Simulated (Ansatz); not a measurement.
# Iridium, bcc under BLYP: from relaxation to bulk modulus, part 2 of 2

The plan for iridium in the bcc structure: relax it, solve it on a dense k-mesh, then scale the cell to 7 volumes from 88 to 112 % of the relaxed one and try a fit of the equation of state. Spin polarisation is left out. The k-meshes are 14×14×14 for the relaxation; 23×23×23 for the dense run; 16×16×16 for the volumes.

Ansatz 0.2.0; DFT, BLYP, plane waves (420 eV) with PAW, scalar-relativistic. The steps go on from the part before.

**6. Equation of state: 96 %**

This is Ir in the bcc structure; at room conditions it is fcc.

The input, input.yaml:

```yaml
crystal:
  lattice:
    - [-1.5619020926, 1.5619020926, 1.5619020926]
    - [1.5619020926, -1.5619020926, 1.5619020926]
    - [1.5619020926, 1.5619020926, -1.5619020926]
  atoms:
    - { symbol: Ir, position: [0.0, 0.0, 0.0] }
hamiltonian:
  xc: blyp
  pseudopotentials:
    kind: paw
    azcp:
      Ir: "pseudopotentials/Ir.paw.azcp"
basis:
  ecutwfc: 420
  fft_grid_basis: typed
kpoints:
  mp_grid: { grid: [16, 16, 16], shift: [0, 0, 0] }
magnetization:
  spin_polarized: false
scf:
  occupations: { method: fermi_dirac, width: 0.1 }
  lower_state_search: "off"
output:
  stress: true
  write_density: true
  write_potential: true
  elf: true
  volumetric_format: npy
```

The log of the run (excerpt; [...] marks lines left out):

```text
Warning: RAYON_NUM_THREADS=2 ignored (pool sized by the plan → 2); use --threads N
[...]
Pseudopotentials: kind: paw
Pseudopotential: Ir, paw, valence charge 17, recommended cutoff 420 eV (normal), <dir>
Functional definition: BLYP
[...]
Crystal: 1 atoms, lattice volume = 15.241 Å³
Basis set: ecut = 420 eV, 321 PW (Γ), exchange–correlation on 40×40×40 points (8 copies of the dense FFT grid, shifted against one another)
Bands: 13, of which v1, the nominal top of the filled ones, is band 9 counted from 1 (8 counted from 0)
Symmetry: 48 space group operations
Space group: Im-3m (ITA 229), of the structure as read, at distance tolerance 2.5e-5 Å
k-points: 145 of 4096
[...]
SCF iter   1: F=—  HF=-11960.183646 eV  |F-HF|=—  |Δ(HF+E_count)|=         —  Δρ=1.50e-2  dr2=3.48e-2  ethr=1.77e-3  ⟨swp⟩=5.0  Hψ=9750  notcnv=0
[...]
SCF iter   6: F=-11960.174251 eV  HF=-11960.174251 eV  |F-HF|=5.22e-10  |Δ(HF+E_count)|=   1.70e-7  Δρ=3.60e-6  dr2=5.12e-10  ethr=5.88e-10  ⟨swp⟩=7.4  Hψ=10127  notcnv=0
[...]
SCF converged after 6 iterations
Free energy (F): -11960.174251 eV
[...]
E sigma→0 (E₀):  -11960.135087 eV
Entropy (-TS):   -0.078329 eV (-78.329 meV/atom)
Fermi energy:    23.763536 eV
[...]
--- Stress (GPa, compression-positive) ---
       11.727216      -0.000000       0.000000
       -0.000000      11.727216      -0.000000
        0.000000       0.000000      11.727216
  P = ⅓ Tr σ = 11.7272 GPa (117.272 kbar)
--- Band table (eV; the first three rows and the last of 145) ---
  k-point 0: bands = ["-68.4209", "-24.9778", "-24.9778", "-24.9778", "13.8512", "20.4378", "20.4378", "20.4378", "23.2878", "23.2878", "40.3270", "40.3270", "40.3270"]
[...]
```

It took 1.4 s on 2 threads of Arm Neoverse V1, shared host; peak memory 0.29 GiB.

**7. Equation of state: 100 %**

input.yaml: that of step 6 with these lines changed.

```diff
@@ -2,5 +2,5 @@
   lattice:
-    - [-1.5619020926, 1.5619020926, 1.5619020926]
-    - [1.5619020926, -1.5619020926, 1.5619020926]
-    - [1.5619020926, 1.5619020926, -1.5619020926]
+    - [-1.5833006708, 1.5833006708, 1.5833006708]
+    - [1.5833006708, -1.5833006708, 1.5833006708]
+    - [1.5833006708, 1.5833006708, -1.5833006708]
   atoms:
@@ -25,5 +25 @@
   stress: true
-  write_density: true
-  write_potential: true
-  elf: true
-  volumetric_format: npy
```

The log of the run (excerpt; [...] marks lines left out):

```text
Warning: RAYON_NUM_THREADS=2 ignored (pool sized by the plan → 2); use --threads N
[...]
[... 3 set-up lines as earlier in the session ...]
[...]
Crystal: 1 atoms, lattice volume = 15.876 Å³
Basis set: ecut = 420 eV, 321 PW (Γ), exchange–correlation on 40×40×40 points (8 copies of the dense FFT grid, shifted against one another)
Bands: 13, of which v1, the nominal top of the filled ones, is band 9 counted from 1 (8 counted from 0)
[... 2 set-up lines as earlier in the session ...]
k-points: 145 of 4096
[...]
SCF iter   1: F=—  HF=-11960.205633 eV  |F-HF|=—  |Δ(HF+E_count)|=         —  Δρ=1.43e-2  dr2=3.36e-2  ethr=1.77e-3  ⟨swp⟩=5.0  Hψ=9969  notcnv=0
[...]
SCF iter   6: F=-11960.196801 eV  HF=-11960.196801 eV  |F-HF|=3.06e-10  |Δ(HF+E_count)|=   1.25e-7  Δρ=2.49e-6  dr2=2.59e-10  ethr=5.88e-10  ⟨swp⟩=4.0  Hψ=5669  notcnv=0
[...]
SCF converged after 6 iterations
Free energy (F): -11960.196801 eV
[...]
E sigma→0 (E₀):  -11960.155818 eV
Entropy (-TS):   -0.081967 eV (-81.967 meV/atom)
Fermi energy:    22.569606 eV
[...]
--- Stress (GPa, compression-positive) ---
        0.125834       0.000000       0.000000
        0.000000       0.125834      -0.000000
       -0.000000      -0.000000       0.125834
  P = ⅓ Tr σ = 0.1258 GPa (1.258 kbar)
```

Wall time 1.1 s (2 threads of Arm Neoverse V1, shared host); peak memory 0.28 GiB.

**8. Equation of state: 104 %**

input.yaml: that of step 7 with these lines changed.

```diff
@@ -2,5 +2,5 @@
   lattice:
-    - [-1.5833006708, 1.5833006708, 1.5833006708]
-    - [1.5833006708, -1.5833006708, 1.5833006708]
-    - [1.5833006708, 1.5833006708, -1.5833006708]
+    - [-1.6041359637, 1.6041359637, 1.6041359637]
+    - [1.6041359637, -1.6041359637, 1.6041359637]
+    - [1.6041359637, 1.6041359637, -1.6041359637]
   atoms:
```

The log of the run (excerpt; [...] marks lines left out):

```text
Warning: RAYON_NUM_THREADS=2 ignored (pool sized by the plan → 2); use --threads N
[...]
[... 3 set-up lines as earlier in the session ...]
[...]
Crystal: 1 atoms, lattice volume = 16.511 Å³
Basis set: ecut = 420 eV, 321 PW (Γ), exchange–correlation on 40×40×40 points (8 copies of the dense FFT grid, shifted against one another)
Bands: 13, of which v1, the nominal top of the filled ones, is band 9 counted from 1 (8 counted from 0)
[... 2 set-up lines as earlier in the session ...]
k-points: 145 of 4096
[...]
SCF iter   1: F=—  HF=-11960.186925 eV  |F-HF|=—  |Δ(HF+E_count)|=         —  Δρ=1.38e-2  dr2=3.29e-2  ethr=1.77e-3  ⟨swp⟩=5.0  Hψ=9786  notcnv=0
[...]
SCF iter   6: F=-11960.178611 eV  HF=-11960.178611 eV  |F-HF|=1.96e-10  |Δ(HF+E_count)|=   9.15e-8  Δρ=1.81e-6  dr2=1.33e-10  ethr=3.60e-10  ⟨swp⟩=2.1  Hψ=6360  notcnv=0
[...]
SCF converged after 6 iterations
Free energy (F): -11960.178611 eV
[...]
E sigma→0 (E₀):  -11960.135842 eV
Entropy (-TS):   -0.085538 eV (-85.538 meV/atom)
Fermi energy:    21.466898 eV
[...]
--- Stress (GPa, compression-positive) ---
       -8.925582      -0.000000       0.000000
        0.000000      -8.925582      -0.000000
        0.000000       0.000000      -8.925582
  P = ⅓ Tr σ = -8.9256 GPa (-89.256 kbar)
```

Run time: 1.1 s. Hardware: 2 threads of Arm Neoverse V1, shared host; peak memory 0.28 GiB.

**9. Equation of state: 108 %**

input.yaml: that of step 8 with these lines changed.

```diff
@@ -2,5 +2,5 @@
   lattice:
-    - [-1.6041359637, 1.6041359637, 1.6041359637]
-    - [1.6041359637, -1.6041359637, 1.6041359637]
-    - [1.6041359637, 1.6041359637, -1.6041359637]
+    - [-1.6244436381, 1.6244436381, 1.6244436381]
+    - [1.6244436381, -1.6244436381, 1.6244436381]
+    - [1.6244436381, 1.6244436381, -1.6244436381]
   atoms:
```

The log of the run (excerpt; [...] marks lines left out):

```text
Warning: RAYON_NUM_THREADS=2 ignored (pool sized by the plan → 2); use --threads N
[...]
[... 3 set-up lines as earlier in the session ...]
[...]
Crystal: 1 atoms, lattice volume = 17.146 Å³
Basis set: ecut = 420 eV, 321 PW (Γ), exchange–correlation on 40×40×40 points (8 copies of the dense FFT grid, shifted against one another)
Bands: 13, of which v1, the nominal top of the filled ones, is band 9 counted from 1 (8 counted from 0)
[... 1 set-up line as earlier in the session ...]
Space group: Im-3m (ITA 229), of the structure as read, at distance tolerance 2.6e-5 Å
k-points: 145 of 4096
[...]
SCF iter   1: F=—  HF=-11960.136622 eV  |F-HF|=—  |Δ(HF+E_count)|=         —  Δρ=1.34e-2  dr2=3.25e-2  ethr=1.77e-3  ⟨swp⟩=4.9  Hψ=9886  notcnv=0
[...]
SCF iter   6: F=-11960.128705 eV  HF=-11960.128705 eV  |F-HF|=1.86e-10  |Δ(HF+E_count)|=   8.52e-8  Δρ=1.64e-6  dr2=1.01e-10  ethr=2.90e-10  ⟨swp⟩=2.1  Hψ=6410  notcnv=0
[...]
SCF converged after 6 iterations
Free energy (F): -11960.128705 eV
[...]
E sigma→0 (E₀):  -11960.084187 eV
Entropy (-TS):   -0.089036 eV (-89.036 meV/atom)
Fermi energy:    20.445662 eV
[...]
--- Stress (GPa, compression-positive) ---
      -15.956011       0.000000      -0.000000
        0.000000     -15.956011      -0.000000
        0.000000       0.000000     -15.956011
  P = ⅓ Tr σ = -15.9560 GPa (-159.560 kbar)
```

Wall time 1.1 s (2 threads of Arm Neoverse V1, shared host); peak memory 0.28 GiB.

**10. Equation of state: 112 %**

input.yaml: that of step 9 with these lines changed.

```diff
@@ -2,5 +2,5 @@
   lattice:
-    - [-1.6244436381, 1.6244436381, 1.6244436381]
-    - [1.6244436381, -1.6244436381, 1.6244436381]
-    - [1.6244436381, 1.6244436381, -1.6244436381]
+    - [-1.6442558789, 1.6442558789, 1.6442558789]
+    - [1.6442558789, -1.6442558789, 1.6442558789]
+    - [1.6442558789, 1.6442558789, -1.6442558789]
   atoms:
```

The log of the run (excerpt; [...] marks lines left out):

```text
Warning: RAYON_NUM_THREADS=2 ignored (pool sized by the plan → 2); use --threads N
[...]
[... 3 set-up lines as earlier in the session ...]
[...]
Crystal: 1 atoms, lattice volume = 17.781 Å³
Basis set: ecut = 420 eV, 369 PW (Γ), exchange–correlation on 40×40×40 points (8 copies of the dense FFT grid, shifted against one another)
Bands: 13, of which v1, the nominal top of the filled ones, is band 9 counted from 1 (8 counted from 0)
[... 2 set-up lines as earlier in the session ...]
k-points: 145 of 4096
[...]
SCF iter   1: F=—  HF=-11960.061785 eV  |F-HF|=—  |Δ(HF+E_count)|=         —  Δρ=1.30e-2  dr2=3.20e-2  ethr=1.77e-3  ⟨swp⟩=4.9  Hψ=9929  notcnv=0
[...]
SCF iter   6: F=-11960.054243 eV  HF=-11960.054243 eV  |F-HF|=4.23e-9  |Δ(HF+E_count)|=   1.27e-7  Δρ=5.91e-6  dr2=3.12e-9  ethr=3.45e-10  ⟨swp⟩=2.2  Hψ=6230  notcnv=0
[...]
SCF converged after 6 iterations
Free energy (F): -11960.054243 eV
[...]
E sigma→0 (E₀):  -11960.008008 eV
Entropy (-TS):   -0.092470 eV (-92.470 meV/atom)
Fermi energy:    19.497397 eV
[...]
--- Stress (GPa, compression-positive) ---
      -21.377953       0.000000       0.000000
       -0.000000     -21.377953      -0.000000
       -0.000000       0.000000     -21.377953
  P = ⅓ Tr σ = -21.3780 GPa (-213.780 kbar)
```

It took 1.1 s on 2 threads of Arm Neoverse V1, shared host; peak memory 0.29 GiB.

**11. The equation of state**

All volumes keep the relaxed shape and fractional coordinates.

| V (Å³/atom) | E − E₀ (meV/atom) | P from the stress (GPa) | P from the fit (GPa) |
| --- | --- | --- | --- |
| 13.971 | 232.9 | 45.48 | 45.09 |
| 14.606 | 93.5 | 26.55 | 26.06 |
| 15.241 | 20.7 | 11.73 | 11.24 |
| 15.876 | 0.0 | 0.13 | -0.32 |
| 16.511 | 19.9 | -8.93 | -9.35 |
| 17.146 | 71.6 | -15.96 | -16.39 |
| 17.781 | 147.8 | -21.38 | -21.86 |

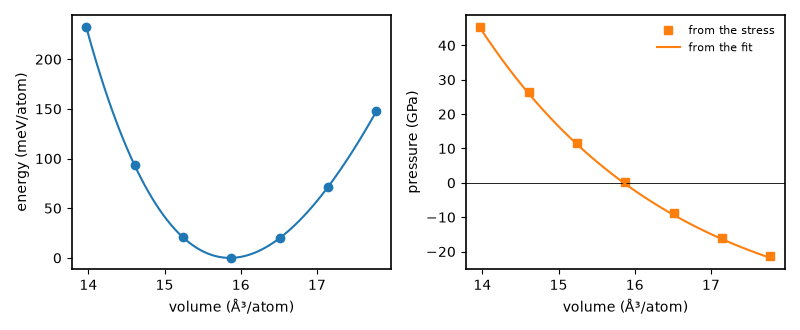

Energy and pressure against volume; the lines are the Birch-Murnaghan fit.

A third-order Birch-Murnaghan fit gives V₀ = 15.856 Å³/atom, B₀ = 257 GPa and B₀′ = 5.2; it misses no point by more than 0.07 meV/atom.

Fit and stress differ a little: one follows E(σ → 0), the other the smeared free energy.

**12. What came out**

What follows sums up all 2 parts.

```
                      quantity                         value
space group (spins left aside)               Im-3m (No. 229)
             conventional cell                   a = 3.167 Å
                        volume                15.876 Å³/atom
             shortest distance                       2.742 Å
               gap on the mesh  none (levels filled in part)
               relative to fcc                 +562 meV/atom
                   V₀, B₀, B₀′  15.856 Å³/atom, 257 GPa, 5.2
```

What this shows: From the guessed start the volume grew by 12.2 % in 5 steps. It lies 562 meV/atom above the element's reference form at the same level (fcc, from a run of its own). No gap shows: it is a metal or semimetal at this level. B₀ comes out at 257 GPa. Relaxation kept the symmetry; phonons were not checked.
